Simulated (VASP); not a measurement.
Band structure of Hg3ZnSe4 (ordered alloy cell). Method: PBEsol GGA, VASP's PBE PAW potentials (set 64) (plane waves; VASP).

Unless said otherwise, spin-orbit coupling is left out, though it shifts the bands of the heavy elements here.

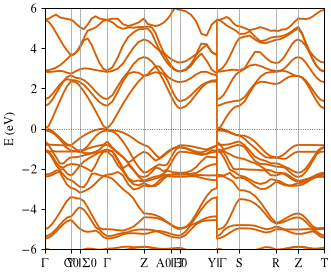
Figure: Bands along high-symmetry lines, zero at the valence-band maximum or, without a gap, the Fermi level

Question: Read the plot: is there a gap, and where are the band edges?

Answer: It has no gap at this level: it comes out as a metal or semimetal. (Edges off the drawn lines would not show.)

The structure was generated: Hg3ZnSe4 was put into an ordered model structure (Amm2), which need not be its known phase. It was relaxed first.
